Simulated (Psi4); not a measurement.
**CH3Al (SMILES C[Al]) at HF/STO-3G**

Aim: the vertical ionisation energy of CH3Al at HF/STO-3G, from 2 runs. 

Program for the calculation: Psi4 1.11.

2 further runs of the same task are left out: 1 that didn't finish, 1 set aside as unsound or not needed.

## (1) Starting point

The species is CH3Al (5 atoms), meant as a singlet with charge 0. As SMILES, `C[Al]`. The shape is that of a PBE0-D4/def2-TZVP optimisation.

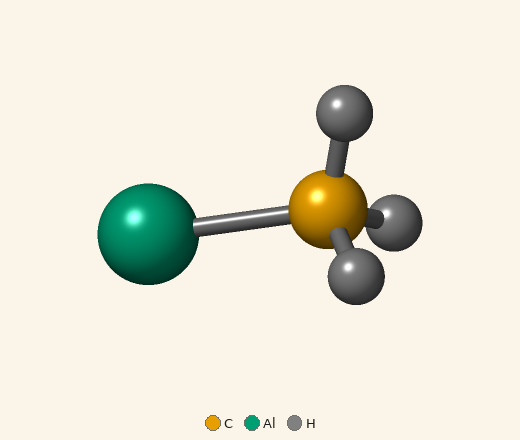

The structure, seen from a chosen angle (carbon amber, aluminium teal, hydrogen grey).

## (2) The energy at HF/STO-3G

The input, ch3al.dat:

```
memory 2200 mb

molecule molecule1 {
  0 1
  C     -0.24796986    -0.10867815     0.10204521
  Al     2.97195338     1.30247483    -1.22308744
  H     -0.43603541    -2.13059062    -0.32459826
  H     -0.38758283     0.09427844     2.16235691
  H     -1.90036528     0.84251550    -0.71671643
  units bohr
  symmetry c1
}

set basis STO-3G
set puream true
set e_convergence 1e-09
set d_convergence 1e-08
set scf_type pk

e_tot, wfn = energy("hf", return_wfn=True)
oeprop(wfn, "LOWDIN_CHARGES", "QUADRUPOLE", "WIBERG_LOWDIN_INDICES", title="HF")
print_variables()
```

On the command line:

```sh
$ psi4 -i ch3al.dat -o ch3al.out -n 1
```

ch3al.out:

```text
[...]
  Running in c1 symmetry.
[...]
  Nuclear repulsion =   38.261471716125293
[...]
  Multiplicity = 1
[...]
  Nalpha       = 11
  Nbeta        = 11
[...]
    Number of basis functions: 17
[...]
   @RHF iter   1:  -278.10467605099643   -1.98227e+00   5.48106e-03 ADIIS/DIIS
[...]
   @RHF iter   8:  -278.11112076359689   -5.68434e-14   2.67527e-09 DIIS
[...]
    Orbital Energies [Eh]
    ---------------------
    Doubly Occupied:
       1A    -57.679595     2A    -10.869202     3A     -4.629622
       4A     -2.844195     5A     -2.844195     6A     -2.844005
       7A     -0.812526     8A     -0.441987     9A     -0.441985
      10A     -0.372143    11A     -0.144151
[...]
  @RHF Final Energy:  -278.11112076359689
   => Energetics <=
    Nuclear Repulsion Energy =             38.2614717161252926
    One-Electron Energy =                -464.8979694006781642
    Two-Electron Energy =                 148.5253769209559778
    Total Energy =                       -278.1111207635968867
[...]
 Multipole Moments:
 ------------------------------------------------------------------------------------
     Multipole            Electronic (a.u.)      Nuclear  (a.u.)        Total (a.u.)
 ------------------------------------------------------------------------------------
 L = 1.  Multiply by 2.5417464519 to convert [e a0] to [Debye]
 Dipole X            :          5.1178645           -4.5782441            0.5396204
 Dipole Y            :          2.2429289           -2.0064375            0.2364914
 Dipole Z            :         -2.1062266            1.8841495           -0.2220772
 Magnitude           :                                                    0.6296321
 L = 2.  Multiply by 1.3450342976 to convert [e a0^2] to [Debye ang]
 Quadrupole XX       :        -80.5823528           66.2331087          -14.3492440
 Quadrupole XY       :        -28.0571064           26.5865743           -1.4705322
[...]
```

It took 2.3 s on 1 thread of Intel Xeon Platinum 8259CL at 2.50GHz (Skylake/Cascade Lake), shared host; peak memory 0.18 GiB.

## (3) The doublet cation: energy and forces at UHF/STO-3G

The input, job.json:

```json
{
  "schema_name": "qcschema_input",
  "schema_version": 1,
  "molecule": {
    "schema_name": "qcschema_molecule",
    "schema_version": 2,
    "symbols": ["C", "Al", "H", "H", "H"],
    "geometry": [-0.24796986, -0.10867815, 0.10204521, 2.97195338, 1.30247483, -1.22308744, -0.43603541, -2.13059062, -0.32459826, -0.38758283, 0.09427844, 2.16235691, -1.90036528, 0.8425155, -0.71671643],
    "molecular_charge": 1,
    "molecular_multiplicity": 2,
    "fix_symmetry": "c1",
    "fix_com": true,
    "fix_orientation": true
  },
  "driver": "gradient",
  "model": {
    "method": "scf",
    "basis": "STO-3G"
  },
  "keywords": {
    "reference": "uhf",
    "puream": true,
    "e_convergence": 1e-09,
    "d_convergence": 1e-08,
    "scf_type": "pk",
    "maxiter": 100,
    "scf_properties": ["MAYER_INDICES", "QUADRUPOLE", "DIPOLE"]
  }
}
```

On the command line:

```sh
$ psi4 --qcschema job.json -n 1 --memory 2200MB
```

stdout:

```text
[...]
  Running in c1 symmetry.
[...]
  Nuclear repulsion =   38.261471716125293
[...]
  Multiplicity = 2
[...]
  Nalpha       = 11
  Nbeta        = 10
[...]
    Number of basis functions: 17
[...]
   @UHF iter   1:  -277.95475667504445   -1.83235e+00   9.17172e-03 ADIIS/DIIS
[...]
   @UHF iter  13:  -277.98995689681487   -2.84217e-13   5.00224e-09 DIIS
[...]
   @S^2 Observed:                7.808099619E-01
[...]
    Orbital Energies [Eh]
    ---------------------
    Alpha Occupied:
       1A    -58.130080     2A    -11.219321     3A     -5.056910
       4A     -3.280058     5A     -3.271044     6A     -3.271044
       7A     -1.111073     8A     -0.719411     9A     -0.719410
      10A     -0.704298    11A     -0.535067
    Alpha Virtual:
      12A      0.022631    13A      0.022631    14A      0.288881
      15A      0.497406    16A      0.497410    17A      0.553993
    Beta Occupied:
[...]
  @UHF Final Energy:  -277.98995689681487
   => Energetics <=
    Nuclear Repulsion Energy =             38.2614717161252926
    One-Electron Energy =                -457.2287754919601639
    Two-Electron Energy =                 140.9773468790199615
    Total Energy =                       -277.9899568968148742
  UHF NO Occupations:
  HONO-2 :    9  A 1.9997352
  HONO-1 :   10  A 1.9851864
[...]
 Multipole Moments:
 ------------------------------------------------------------------------------------
     Multipole            Electronic (a.u.)      Nuclear  (a.u.)        Total (a.u.)
 ------------------------------------------------------------------------------------
 L = 1.  Multiply by 2.5417464519 to convert [e a0] to [Debye]
 Dipole X            :        -31.5732920           34.4235913            2.8502993
 Dipole Y            :        -13.8371466           15.0863072            1.2491606
 Dipole Z            :         12.9938035          -14.1668232           -1.1730197
 Magnitude           :                                                    3.3257455
 L = 2.  Multiply by 1.3450342976 to convert [e a0^2] to [Debye ang]
 Quadrupole XX       :       -120.1715141          119.1432594           -1.0282546
 Quadrupole XY       :        -46.1261118           49.7747066            3.6485949
[...]
  -Total Gradient:
     Atom            X                  Y                   Z
    ------   -----------------  -----------------  -----------------
       1        0.015691650089     0.006873942747    -0.006461222556
       2        0.015228195528     0.006674237372    -0.006266890982
       3       -0.008833669992    -0.009922534477     0.002063548512
       4       -0.008682023959    -0.002980875457     0.009826691795
       5       -0.013404151664    -0.000644770182     0.000837873231
[...]
```

The result, in JSON:

```text
{
 "driver": "gradient",
 "model": {
  "method": "scf",
  "basis": "STO-3G"
 },
 "success": true,
 "return_result": [0.01569165008876433, 0.006873942746689163, -0.00646122255563307, 0.015228195527765415, 0.006674237371944253, -0.006266890982324587, -0.00883366999193888, -0.00992253447693453, 0.0020635485117498423, -0.00868202395879445, -0.0029808754572383245, 0.009826691795112197, -0.013404151663760078, -0.0006447701822611951, 0.0008378732307066372],
 "properties": {
  "calcinfo_nbasis": 17,
  "calcinfo_nmo": 17,
  "calcinfo_nalpha": 11,
  "calcinfo_nbeta": 10,
  "calcinfo_natom": 5,
  "nuclear_repulsion_energy": 38.26147171612529,
  "return_energy": -277.9899568968149,
  "return_gradient": [0.01569165008876433, 0.006873942746689163, -0.00646122255563307, 0.015228195527765415, 0.006674237371944253, -0.006266890982324587, -0.00883366999193888, -0.00992253447693453, 0.0020635485117498423, -0.00868202395879445, -0.0029808754572383245, 0.009826691795112197, -0.013404151663760078, -0.0006447701822611951, 0.0008378732307066372],
  "scf_one_electron_energy": -457.22877549196016,
  "scf_two_electron_energy": 140.97734687901996,
  "scf_dipole_moment": [2.8502992735951587, 1.2491605843619542, -1.1730197358191408],
  "scf_total_energy": -277.9899568968149,
  "scf_total_gradient": [0.01569165008876433, 0.006873942746689163, -0.00646122255563307, 0.015228195527765415, 0.006674237371944253, -0.006266890982324587, -0.00883366999193888, -0.00992253447693453, 0.0020635485117498423, -0.00868202395879445, -0.0029808754572383245, 0.009826691795112197, -0.013404151663760078, -0.0006447701822611951, 0.0008378732307066372],
  "scf_iterations": 13
 }
}
```

It took 2.4 s on 1 thread of Intel Xeon Platinum 8259CL at 2.50GHz (Skylake/Cascade Lake), shared host; peak memory 0.18 GiB.

## (4) Results

Level: HF/STO-3G.

```
                                          quantity          value
                       singlet CH3Al: total energy  -278.11112 Eh
                      singlet CH3Al: dipole moment         1.60 D
                        singlet CH3Al: HOMO energy       -3.92 eV
                        singlet CH3Al: LUMO energy        9.91 eV
                      singlet CH3Al: HOMO–LUMO gap       13.83 eV
                      doublet cation: total energy  -277.98996 Eh
doublet cation: HOMO energy (highest over α and β)      -14.56 eV
 doublet cation: LUMO energy (lowest over α and β)       -2.65 eV
                              doublet cation: ⟨S²⟩          0.781
          doublet cation: largest force on an atom     0.941 eV/Å
vertical ionisation energy (to the doublet cation)       3.297 eV
```

In words: Removing an electron at fixed nuclei costs 3.30 eV (76 kcal/mol). −ε(HOMO) before ionisation, 3.92 eV, is 0.63 eV above this ionisation energy. In a minimal basis such a difference can be off by several eV, whatever the method.
